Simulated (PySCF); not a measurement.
# YF3(NH3): how tightly the ligands are held

What does it cost to pull a ligand from YF3(NH3)? The structure is generated, not taken from experiment.

Computed with PySCF 2.14.0. Level: PBE0, Y def2-SVP with ECP28, F def2-SVP, N def2-SVP, H def2-SVP; scalar-relativistic core potentials, no spin–orbit coupling.

1 further run of the same task is left out (for a known fault of the program).

## 1. Starting geometry

8 atoms, charge 0, spin multiplicity 1.

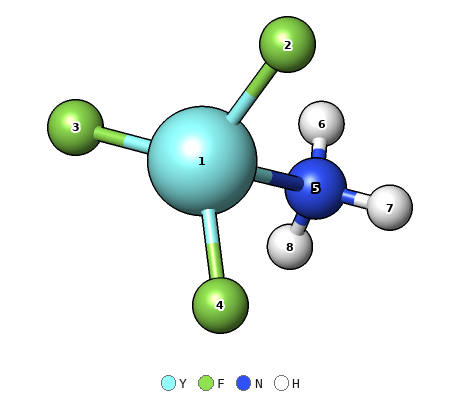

The structure; yttrium teal, fluorine green, nitrogen blue, hydrogen white; atoms are numbered from 1 in the order of the file.

As a file:

```
Y     0.12641   -0.12641    0.12641
F     1.04262    1.41604    1.04262
F    -1.41604   -1.04262    1.04262
F     1.04262   -1.04262   -1.41604
N    -1.29782    1.29782   -1.29782
H    -1.90818    1.90818   -0.75106
H    -0.75106    1.90818   -1.90818
H    -1.90818    0.75106   -1.90818
```

Formal oxidation states: Y +3. An earlier session relaxed this geometry at PBE0, Y def2-SVP with ECP28, F def2-SVP, N def2-SVP, H def2-SVP (singlet, point group C3v).

## 2. F taken off

The ligand (atom 2) keeps its formal charge and a closed shell where it can; ligand and rest are solved at the complex's geometry, in vacuum, with the settings of the relaxation.

| part | charge | state | energy (Eh) |
| --- | --- | --- | --- |
| complex | 0 | singlet | -394.079127 |
| ligand | -1 | singlet | -99.594968 |
| rest | 1 | singlet | -294.071946 |

It took 0.7 s on 2 threads of AMD EPYC 9R14 (Zen 4), shared host.

## 3. Rigid scan of F

Atom 2 moves along the line from atom 1; the distance is to the donor, the donors' midpoint or the ring centre. Each point starts from the density of the one before.

| distance (Å) | energy from the relaxed point (eV) |
| --- | --- |
| 1.71 | 1.489 |
| 1.81 | 0.563 |
| 1.91 | 0.124 |
| 2.01 | 0.000 |
| 2.11 | 0.088 |
| 2.21 | 0.303 |
| 2.41 | 0.939 |
| 2.71 | 2.041 |
| 3.11 | 3.386 |
| 3.61 | 4.671 |

Wall time 7.6 s (2 threads of AMD EPYC 9R14 (Zen 4), shared host).

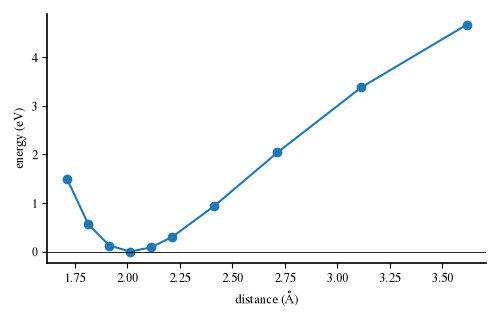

Energy along the rigid scan of F.

## 4. NH3 taken off

The ligand (atoms 5, 6, 7, 8) keeps its formal charge and a closed shell where it can; ligand and rest are solved at the complex's geometry, in vacuum, with the settings of the relaxation.

| part | charge | state | energy (Eh) |
| --- | --- | --- | --- |
| complex | 0 | singlet | -394.079127 |
| ligand | 0 | singlet | -56.440690 |
| rest | 0 | singlet | -337.579878 |

Run time: 0.4 s. Hardware: 2 threads of AMD EPYC 9R14 (Zen 4), shared host.

## 5. Rigid scan of NH3

Atoms 5, 6, 7, 8 move together along the line from atom 1; the distance is to the donor, the donors' midpoint or the ring centre. Each point starts from the density of the one before.

| distance (Å) | energy from the relaxed point (eV) |
| --- | --- |
| 2.17 | 0.382 |
| 2.27 | 0.145 |
| 2.37 | 0.031 |
| 2.47 | 0.000 |
| 2.57 | 0.023 |
| 2.67 | 0.080 |
| 2.87 | 0.246 |
| 3.17 | 0.520 |
| 3.57 | 0.828 |
| 4.07 | 1.094 |

Wall time 7.2 s (2 threads of AMD EPYC 9R14 (Zen 4), shared host).

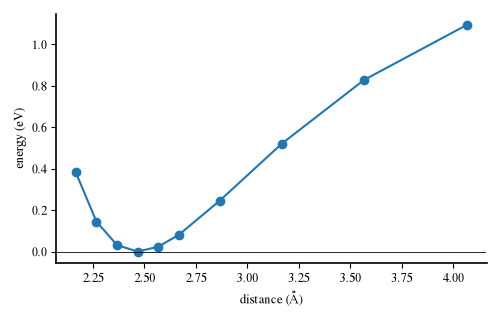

Energy along the rigid scan of NH3.

## 6. What came out

```
                    quantity       value
                taking off F    11.22 eV
  stiffness of the F contact  21.1 eV/Å²
              taking off NH3     1.59 eV
stiffness of the NH3 contact   5.4 eV/Å²
```

In words: Taking off F as a fragment of charge -1 costs 11.22 eV, much of it the attraction of the two charges. Near 2.01 Å the F contact has a stiffness of about 21.1 eV/Å², and the energy stands 4.67 eV higher at 3.61 Å. Taking off NH3 as a fragment of charge +0 costs 1.59 eV. Near 2.47 Å the NH3 contact has a stiffness of about 5.4 eV/Å², and the energy stands 1.09 eV higher at 4.07 Å. The free anion is solved without diffuse functions, no counterpoise correction is made, and the parts aren't relaxed; each of these makes the binding look larger. The bases are small and lack diffuse functions. Spin–orbit coupling is left out.
